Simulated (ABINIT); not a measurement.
# TiO2 (Anatase): a self-consistent loop beyond G0W0, cycle by cycle

Wanted: G0W0 and self-consistent gaps of TiO2 (Anatase), with the cost of the cycles.

Calculated with ABINIT 10.8.3; PBE and many-body steps on it, plane waves.

**The experiments to reproduce.**

- Gap 3.2 eV: optical gap from absorption spectra; UV-visible absorption with integrating sphere; powder (commercial anatase pigment powder, mean diameter about 270 nm, uncoated and alumina-coated) (“Suppressing the Photocatalytic Activity of TiO2 Nanoparticles by Extremely Thin Al2O3 Films Grown by Gas-Phase Deposition at Ambient Conditions”, 2018, pmc:5853694).

- Gap 3.28 eV: optical band gap from diffuse reflectance, bare TiO2; UV-Vis diffuse reflectance spectroscopy; powder (undecorated commercial pigmentary anatase powder (Kronos 1077), primary particles about 130 nm) (“Nano-MnO2 Decoration of TiO2 Microparticles to Promote Gaseous Ethanol Visible Photoremoval”, 2018, pmc:6164255).

- Gap 3.18 ± 0.03 eV: direct optical gap from Kubelka-Munk plot; UV-Vis diffuse reflectance; 300 K; powder (“Effect of Ethylene Glycol: Citric Acid Molar Ratio and pH on the Morphology, Vibrational, Optical and Electronic Properties of TiO2 and CuO Powders Synthesized by Pechini Method”, 2022, pmc:9369947).

- Gap 3.17 eV: gap from valence band edge and flat band potential; valence-band XPS and Mott-Schottky plots; film (“Enhancement of Titania Photoanode Performance by Sandwiching Copper between Two Titania Layers”, 2020, pmc:7579609).

- Gap 3.98 eV: direct quasiparticle gap around Gamma; experiment quoted from earlier work; bulk crystal (anatase, value from earlier experiment) (quoted in “Giant exciton Mott density in anatase TiO2”, 2020, arxiv:2007.10051).

This is a selection; 13 further reports are not listed.

## Step 1: Starting point

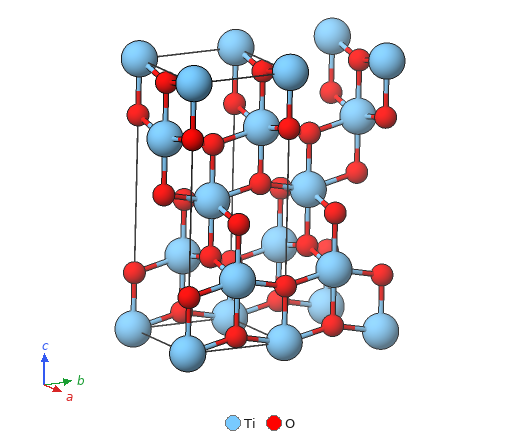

Start, viewed slightly off an axis; titanium blue, oxygen red. 1×2×1 cells are drawn. This picture shows the conventional cell, with its axes. Some periodic images of atoms are drawn too.

The cell and positions come from the Crystallography Open Database and are kept as given unless a step says otherwise.

## Step 2: Empty states on the mesh, 4×4×4 mesh, 116 bands

This step: ABINIT 10.8.3; DFT, PBE, plane waves, norm-conserving pseudopotentials.

The sums over transitions need many empty states on a uniform mesh; this step solves for them.

Input file run.abi:

```
acell 3*1.0 Angstrom
rprim 
  -1.892100000000 1.892100000000 4.757300000000
  1.892100000000 -1.892100000000 4.757300000000
  1.892100000000 1.892100000000 -4.757300000000
ntypat 2
znucl 22 8
natom 6
typat 1 1 2 2 2 2
xred 
  0.000000000000 0.000000000000 0.000000000000
  0.750000000000 0.250000000000 0.500000000000
  0.208100000000 0.208100000000 0.000000000000
  0.958100000000 0.458100000000 0.500000000000
  0.541900000000 0.041900000000 0.500000000000
  0.791900000000 0.791900000000 0.000000000000
pp_dirpath "pseudos"
pseudos "Ti.upf, O.upf"
ecut 38
ngkpt 4 4 4
nshiftk 1
shiftk 0 0 0
kptopt 1
chksymbreak 0
iscf -2
irdden 1
istwfk *1
nband 116
nbdbuf 10
tolwfr 1e-09
nstep 60
prtvol 0
indata_prefix "in"
outdata_prefix "out"
tmpdata_prefix "tmp"
```

Command:

```sh
$ OMP_NUM_THREADS=1 mpirun -n 8 abinit run.abi > log
```

Numbers of over 12 decimals in the logs are rounded to 6 here.

Log:

```text
.Version 10.8.3 of ABINIT. v10.8.2 released Aug 2026.

 Symmetries : space group I4_1/a m d (#141); Bravais tI (body-center tetrag.)
[... echo of the input left out ...]
== DATASET  1 ==================================================================
-   mpi_nproc: 8, omp_nthreads: 1 (-1 if OMP is not activated)
-    --> not optimal distribution: autoparal keyword recommended in input file <--

--- !DatasetInfo
iteration_state: {dtset: 1, }
dimensions: {natom: 6, nkpt: 13, mband: 116, nsppol: 1, nspinor: 1, nspden: 1, mpw: 5174, }
[...]
2.07360    2.07360    2.09849    2.09849    2.13804    2.20922    2.23934    2.25230
   2.25735    2.25735    2.26650    2.26650    2.28666    2.32165    2.32499    2.35568
   2.35572    2.36383    2.38831    2.39071
 prteigrs : prtvol=0 or 1, do not print more k-points.

== END DATASET(S) ==============================================================
================================================================================

 -outvars: echo values of variables after computation  --------
            nband         116
             nkpt          13
          spgroup         141
 [... the other variables as echoed above ...]

 Calculation completed.
```

Elapsed: 43 s, on 8 MPI ranks of Arm Neoverse V2, shared host; peak memory 0.77 GiB; 5.7 min of CPU time.

This step gave:

```yaml
gap: 2.189 eV
k_of_the_valence_top: 0.5, 0.5, 0
k_of_the_conduction_bottom: 0, 0, 0
least_direct_gap: 2.492 eV
k_points_computed: 13
lowest_point_of_the_top_converged_band_above_the_valence_top: 56.3774 eV
```

On this mesh the gap is 2.189 eV.

The density comes from a self-consistent run that is not shown.

## Step 3: Screening, 4×4×4 mesh, 106 bands, screening to 130.6 eV

The RPA dielectric matrix is built and inverted for each q.

This step: RPA screening on PBE, plane waves, norm-conserving pseudopotentials.

Edit run.abi of step 2 so:

```diff
@@ -24,10 +24,11 @@
 chksymbreak 0
-iscf -2
-irdden 1
 istwfk *1
-nband 116
-nbdbuf 10
-tolwfr 1e-09
-nstep 60
-prtvol 0
+occopt 1
+irdwfk 1
+optdriver 3
+nband 106
+ecuteps 4.8
+inclvkb 2
+awtr 1
+symchi 1
 indata_prefix "in"
@@ -35 +36,2 @@
 tmpdata_prefix "tmp"
+gwmem 10
```

Command:

```sh
$ OMP_NUM_THREADS=2 mpirun -n 4 abinit run.abi > log
```

Log:

```text
.Version 10.8.3 of ABINIT. v10.8.2 released Aug 2026.

 Symmetries : space group I4_1/a m d (#141); Bravais tI (body-center tetrag.)
[... echo of the input left out ...]
== DATASET  1 ==================================================================
-   mpi_nproc: 4, omp_nthreads: 2 (-1 if OMP is not activated)

--- !DatasetInfo
iteration_state: {dtset: 1, }
dimensions: {natom: 6, nkpt: 13, mband: 106, nsppol: 1, nspinor: 1, nspden: 1, mpw: 5174, }
cutoff_energies: {ecut:  38.0, pawecutdg:  -1.0, }
electrons: {nelect:   4.80000000E+01, charge:   0.00000000E+00, occopt:   1.00000000E+00, tsmear:   1.00000000E-02, }

 SCREENING: Calculation of the susceptibility and dielectric matrices

 Based on a program developped by R.W. Godby, V. Olevano, G. Onida, and L. Reining.
 Incorporated in ABINIT by V. Olevano, G.-M. Rignanese, and M. Torrent.
.Using double precision arithmetic ; gwpc =  8

[... cell and pseudopotentials left out ...]
--------------------------------------------------------------------------------

 ==== K-mesh for the wavefunctions ====
 Number of points in the irreducible wedge :    13
[... list of points left out ...]
 Together with 16 symmetry operations and time-reversal symmetry
 yields    64 points in the full Brillouin Zone.

 ==== Q-mesh for the screening function ====
 Number of points in the irreducible wedge :    13
[... list of points left out ...]
 Together with 16 symmetry operations and time-reversal symmetry
 yields    64 points in the full Brillouin Zone.

 setmesh: FFT mesh size selected  =    72x   72x   72
          total number of points  =       373248

 vcoul_init : cutoff-mode = AUXILIARY_FUNCTION
 q-points for optical limit:   1
     1)      0.000010    0.000020    0.000030

- screening: taking advantage of time-reversal symmetry
- Maximum band index for partially occupied states nbvw = 24
- Remaining bands to be divided among processors   nbcw = 82
- Number of bands treated by each node ~20

 Number of electrons calculated from density =   48.0000; Expected =   48.0000
 average of density, n =  0.104409
 r_s =    1.3174
 omega_plasma =   31.1690 [eV]

 calculating chi0 at frequencies [eV] :
  1    0.000000E+00    0.000000E+00
  2    0.000000E+00    3.116905E+01

--------------------------------------------------------------------------------
  q-point number  1        q = ( 0.000000, 0.000000, 0.000000) [r.l.u.]
--------------------------------------------------------------------------------
[... chi0 elements left out ...]
 For q-point:  0.000010 0.000020 0.000030
  dielectric constant =   6.6843
  dielectric constant without local fields =   7.0367

  Average fulfillment of the sum rule on Im[epsilon] for q-point    1 :     52.62  [%]
[... wings left out ...]
  q-point number  2        q = ( 0.250000, 0.000000, 0.000000) [r.l.u.]
--------------------------------------------------------------------------------
[... chi0 elements left out ...]
  Average fulfillment of the sum rule on Im[epsilon] for q-point    2 :     63.59  [%]

 [... 11 further q-points ...]
```

The job ended after 24 min (4 MPI ranks; peak memory 1.2 GiB; 2 h of CPU time).

Numbers from this step:

```yaml
eps_infinity_with_local_fields_on_this_mesh_along_the_program_s_q_direction: 6.684
the_same_without_local_fields: 7.037
plasma_frequency: 31.17 eV
plane_waves_in_the_screening_matrix: 213
```

Local fields lower ε∞ by 5 %.

## Step 4: G0W0

The self-energy is evaluated for the states that the input lists, and the levels follow from it, in one-shot runs by the linearised quasiparticle equation.

This step: G0W0 on PBE, plane waves, norm-conserving pseudopotentials.

Edit run.abi of step 3 so:

```diff
@@ -27,8 +27,19 @@
 irdwfk 1
-optdriver 3
+optdriver 4
 nband 106
+gwcalctyp 0
+ecutsigx 38
+symsigma 1
+nkptgw 3
+kptgw 
+  0.5000000000 0.5000000000 0.0000000000
+  0.0000000000 0.0000000000 0.0000000000
+  -0.2500000000 -0.2500000000 0.2500000000
+bdgw 
+  23 26
+  23 26
+  23 26
 ecuteps 4.8
-inclvkb 2
-awtr 1
-symchi 1
+irdscr 1
+ppmodel 1
 indata_prefix "in"
@@ -36,2 +47,2 @@
 tmpdata_prefix "tmp"
-gwmem 10
+gwmem 00
```

Command:

```sh
$ OMP_NUM_THREADS=1 mpirun -n 8 abinit run.abi > log
```

Log:

```text
.Version 10.8.3 of ABINIT. v10.8.2 released Aug 2026.

 Symmetries : space group I4_1/a m d (#141); Bravais tI (body-center tetrag.)
[... echo of the input left out ...]
== DATASET  1 ==================================================================
-   mpi_nproc: 8, omp_nthreads: 1 (-1 if OMP is not activated)

--- !DatasetInfo
iteration_state: {dtset: 1, }
dimensions: {natom: 6, nkpt: 13, mband: 106, nsppol: 1, nspinor: 1, nspden: 1, mpw: 5174, }
cutoff_energies: {ecut:  38.0, pawecutdg:  -1.0, }
electrons: {nelect:   4.80000000E+01, charge:   0.00000000E+00, occopt:   1.00000000E+00, tsmear:   1.00000000E-02, }

 SIGMA: Calculation of the GW corrections

 Based on a program developped by R.W. Godby, V. Olevano, G. Onida, and L. Reining.
 Incorporated in ABINIT by V. Olevano, G.-M. Rignanese, and M. Torrent.
.Using double precision arithmetic ; gwpc =  8

[... cell and pseudopotentials left out ...]
--------------------------------------------------------------------------------

 ==== K-mesh for the wavefunctions ====
 Number of points in the irreducible wedge :    13
[... list of points left out ...]
 Together with 16 symmetry operations and time-reversal symmetry
 yields    64 points in the full Brillouin Zone.

 ==== Q-mesh for screening function ====
 Number of points in the irreducible wedge :    13
[... list of points left out ...]
 Together with 16 symmetry operations and time-reversal symmetry
 yields    64 points in the full Brillouin Zone.

 vcoul_init : cutoff-mode = AUXILIARY_FUNCTION
 q-points for optical limit:   1
     1)      0.000010    0.000020    0.000030
 setmesh: FFT mesh size selected  =    72x   72x   72
          total number of points  =       373248

 Number of electrons calculated from density =   48.0000; Expected =   48.0000
 average of density, n =  0.104409
 r_s =    1.3174
 omega_plasma =   31.1690 [eV]

 === KS Band Gaps ===
  >>>> For spin  1
   Minimum direct gap =   2.4917 [eV], located at k-point      :  -0.2500 -0.2500  0.2500
   Fundamental gap    =   2.1887 [eV], Top of valence bands at :   0.5000  0.5000  0.0000
                                       Bottom of conduction at :   0.0000  0.0000  0.0000
 SIGMA fundamental parameters:
 PLASMON POLE MODEL  1
 number of plane-waves for SigmaX                 5117
 number of plane-waves for SigmaC and W            213
 number of plane-waves for wavefunctions          5117
 number of bands                                   106
 number of independent spin polarizations            1
 number of spinorial components                      1
 number of k-points in IBZ                          13
 number of q-points in IBZ                          13
 number of symmetry operations                      16
 number of k-points in BZ                           64
 number of q-points in BZ                           64
 number of frequencies for dSigma/dE                 9
 frequency step for dSigma/dE [eV]                0.25
 number of omega for Sigma on real axis              0
 max omega for Sigma on real axis  [eV]           0.00
 zcut for avoiding poles [eV]                     0.10

 EPSILON^-1 parameters (SCR file):
 dimension of the eps^-1 matrix on file            213
 dimension of the eps^-1 matrix used               213
 number of plane-waves for wavefunctions          5117
 number of bands                                   106
 number of q-points in IBZ                          13
 number of frequencies                               2
 number of real frequencies                          1
 number of imag frequencies                          1

 matrix elements of self-energy operator (all in [eV])

 Perturbative Calculation

--- !SelfEnergy_ee
iteration_state: {dtset: 1, }
kpoint     : [   0.500,    0.500,    0.000, ]
spin       : 1
KS_gap     :    3.429
QP_gap     :    5.200
Delta_QP_KS:    1.771
data: !SigmaeeData |
     Band     E0 <VxcDFT>   SigX SigC(E0)      Z dSigC/dE  Sig(E)    E-E0       E
       23   4.093 -20.082 -24.797   4.993   0.764  -0.308 -19.869   0.213   4.305
       24   4.093 -20.082 -24.797   4.993   0.764  -0.308 -19.869   0.213   4.305
       25   7.522 -21.007 -12.455  -5.978   0.771  -0.298 -19.023   1.984   9.506
       26   7.522 -21.007 -12.455  -5.978   0.771  -0.298 -19.023   1.984   9.506

--- !SelfEnergy_ee
iteration_state: {dtset: 1, }
kpoint     : [   0.000,    0.000,    0.000, ]
spin       : 1
KS_gap     :    2.617
QP_gap     :    4.218
Delta_QP_KS:    1.601
data: !SigmaeeData |
     Band     E0 <VxcDFT>   SigX SigC(E0)      Z dSigC/dE  Sig(E)    E-E0       E
       23   3.664 -19.550 -24.420   5.045   0.762  -0.312 -19.417   0.134   3.798
       24   3.664 -19.550 -24.420   5.045   0.762  -0.312 -19.417   0.134   3.798
[...]
--- !SelfEnergy_ee
iteration_state: {dtset: 1, }
kpoint     : [  -0.250,   -0.250,    0.250, ]
spin       : 1
KS_gap     :    2.492
QP_gap     :    4.051
Delta_QP_KS:    1.559
data: !SigmaeeData |
     Band     E0 <VxcDFT>   SigX SigC(E0)      Z dSigC/dE  Sig(E)    E-E0       E
[...]
24   3.893 -20.281 -24.945   4.927   0.766  -0.305 -20.079   0.202   4.095
       25   6.385 -19.488 -11.831  -5.414   0.785  -0.274 -17.727   1.761   8.145
       26   6.912 -20.310 -12.031  -5.837   0.777  -0.286 -18.411   1.898   8.810

== END DATASET(S) ==============================================================
================================================================================

 -outvars: echo values of variables after computation  --------
           etotal      0.0000000000E+00
            nband         106
             nkpt          13
          spgroup         141
 [... the other variables as echoed above ...]

 Calculation completed.
```

It took 24 s on 8 MPI ranks; peak memory 2.1 GiB.

This step gave:

| Item | Value |
| --- | --- |
| G0W0 gap on the points computed | 3.711 eV |
| starting gap on the mesh | 2.189 eV |
| k of the valence top | 0.5, 0.5, 0 |
| k of the conduction bottom | 0, 0, 0 |
| Z at the valence top | 0.764 |
| Z at the conduction bottom | 0.786 |
| least direct G0W0 gap on the computed points | 4.05 eV |

The gap on the mesh goes from 2.19 eV to 3.71 eV, a correction of +1.52 eV.

## Step 5: evGW0, cycle 1

This step: evGW0 on PBE, plane waves, norm-conserving pseudopotentials.

Edit run.abi of step 4 so:

```diff
@@ -29,14 +29,34 @@
 nband 106
-gwcalctyp 0
+gwcalctyp 10
 ecutsigx 38
 symsigma 1
-nkptgw 3
+nkptgw 13
 kptgw 
+  0.0000000000 0.0000000000 0.0000000000
+  0.2500000000 0.0000000000 0.0000000000
+  0.5000000000 0.0000000000 0.0000000000
+  0.2500000000 0.2500000000 0.0000000000
+  0.5000000000 0.2500000000 0.0000000000
+  -0.2500000000 0.2500000000 0.0000000000
   0.5000000000 0.5000000000 0.0000000000
-  0.0000000000 0.0000000000 0.0000000000
+  0.2500000000 0.2500000000 0.2500000000
+  -0.2500000000 0.2500000000 0.2500000000
+  0.5000000000 0.5000000000 0.2500000000
+  -0.2500000000 0.5000000000 0.2500000000
   -0.2500000000 -0.2500000000 0.2500000000
+  0.5000000000 0.5000000000 0.5000000000
 bdgw 
-  23 26
-  23 26
-  23 26
+  13 30
+  13 30
+  13 30
+  13 30
+  13 30
+  13 30
+  13 30
+  13 30
+  13 30
+  13 30
+  13 30
+  13 30
+  13 30
 ecuteps 4.8
```

Log:

```text
.Version 10.8.3 of ABINIT. v10.8.2 released Aug 2026.

 Symmetries : space group I4_1/a m d (#141); Bravais tI (body-center tetrag.)
[... echo of the input left out ...]
== DATASET  1 ==================================================================
-   mpi_nproc: 8, omp_nthreads: 1 (-1 if OMP is not activated)

--- !DatasetInfo
iteration_state: {dtset: 1, }
dimensions: {natom: 6, nkpt: 13, mband: 106, nsppol: 1, nspinor: 1, nspden: 1, mpw: 5174, }
cutoff_energies: {ecut:  38.0, pawecutdg:  -1.0, }
electrons: {nelect:   4.80000000E+01, charge:   0.00000000E+00, occopt:   1.00000000E+00, tsmear:   1.00000000E-02, }

 SIGMA: Calculation of the GW corrections

 Based on a program developped by R.W. Godby, V. Olevano, G. Onida, and L. Reining.
 Incorporated in ABINIT by V. Olevano, G.-M. Rignanese, and M. Torrent.
.Using double precision arithmetic ; gwpc =  8

[... cell and pseudopotentials left out ...]
--------------------------------------------------------------------------------

 ==== K-mesh for the wavefunctions ====
 Number of points in the irreducible wedge :    13
[... list of points left out ...]
 Together with 16 symmetry operations and time-reversal symmetry
 yields    64 points in the full Brillouin Zone.

 ==== Q-mesh for screening function ====
 Number of points in the irreducible wedge :    13
[... list of points left out ...]
 Together with 16 symmetry operations and time-reversal symmetry
 yields    64 points in the full Brillouin Zone.

 vcoul_init : cutoff-mode = AUXILIARY_FUNCTION
 q-points for optical limit:   1
     1)      0.000010    0.000020    0.000030
 setmesh: FFT mesh size selected  =    72x   72x   72
          total number of points  =       373248

 Number of electrons calculated from density =   48.0000; Expected =   48.0000
[...]
spin       : 1
KS_gap     :    2.492
QP_gap     :    4.051
Delta_QP_KS:    1.559
data: !SigmaeeData |
     Band     E_DFT   <VxcDFT>   E(N-1)  <Hhartree>   SigX  SigC[E(N-1)]    Z     dSigC/dE  Sig[E(N)]  DeltaE  E(N)_pert E(N)_diago
[...]
--- !SelfEnergy_ee
iteration_state: {dtset: 1, }
kpoint     : [   0.500,    0.500,    0.500, ]
spin       : 1
KS_gap     :    2.637
QP_gap     :    4.248
Delta_QP_KS:    1.611
data: !SigmaeeData |
     Band     E_DFT   <VxcDFT>   E(N-1)  <Hhartree>   SigX  SigC[E(N-1)]    Z     dSigC/dE  Sig[E(N)]  DeltaE  E(N)_pert E(N)_diago
[...]
29     8.412   -21.214     8.412    29.625   -13.653    -5.098     0.763    -0.310   -19.334     1.880    10.291    10.875
       30     8.412   -21.214     8.412    29.625   -13.653    -5.098     0.763    -0.310   -19.334     1.880    10.291    10.875

 New Fermi energy :        2.362609E-01 Ha ,    6.428986E+00 eV

 === QP Band Gaps ===
  >>>> For spin  1
   Minimum direct gap =   4.4711 [eV], located at k-point      :  -0.2500 -0.2500  0.2500
   Fundamental gap    =   4.1159 [eV], Top of valence bands at :   0.5000  0.5000  0.0000
                                       Bottom of conduction at :   0.0000  0.0000  0.0000

 writing QP data on file : out_QPS

 Convergence of QP corrections
 >>>>> For spin  1 <<<<<
.  kptgw no:  1; Maximum DeltaE = (  -0.130  -0.000) for band index: 18
.  kptgw no:  2; Maximum DeltaE = (  -0.082   0.001) for band index: 18
.  kptgw no:  3; Maximum DeltaE = (  -0.080   0.012) for band index: 16
[...]
.  kptgw no: 12; Maximum DeltaE = (  -0.237   0.001) for band index: 16
.  kptgw no: 13; Maximum DeltaE = (  -0.107   0.019) for band index: 16

== END DATASET(S) ==============================================================
================================================================================

 -outvars: echo values of variables after computation  --------
           etotal      0.0000000000E+00
            nband         106
             nkpt          13
          spgroup         141
 [... the other variables as echoed above ...]

 Calculation completed.
```

Wall time 10 min (8 MPI ranks); peak memory 2.9 GiB; 82 min of CPU time.

This step gave:

* quasiparticle gap on the mesh: 4.116 eV
* gap of the density functional on the mesh: 2.189 eV
* k of the valence top: 0.5, 0.5, 0
* k of the conduction bottom: 0, 0, 0
* Z at the valence top: 0.764
* Z at the conduction bottom: 0.786
* least direct quasiparticle gap on the computed points: 4.472 eV

Against G0W0 in ABINIT (4×4×4 mesh, 106 bands, screening to 130.6 eV, Godby-Needs plasmon pole), the gap moves by +0.405 eV. This first cycle still uses the starting levels; it takes the full correction, at all points of the mesh, and its linearised value is 3.711 eV.

(Part 1 of 2 ends here.)

[Paths, hosts, dates, memory and timing lines, banners, echoed tables and standing remarks are left out of the program output.]

[Logs are printed without paths, hosts, clocks, repeated set-up lines and the standing remarks that a program may print on its own settings, such as how far it seeks lower states.]

[Runs of the session that timed out or met a known fault of the program may be left out.]

[Hosts, paths, dates, database ids (printed as entryN), source tags and the programs' standing remarks are cut or masked in the printed files.]

[G0W0 gaps are taken among the corrected bands and points alone; a level outside them can change the order at an edge.]

[Where Ansatz stands beside ABINIT at settings called matched, ABINIT's density can come from a denser mesh and the files from another edition; pairs whose starting gaps differed by over 0.03 eV were left out, so agreement reads better than it is.]
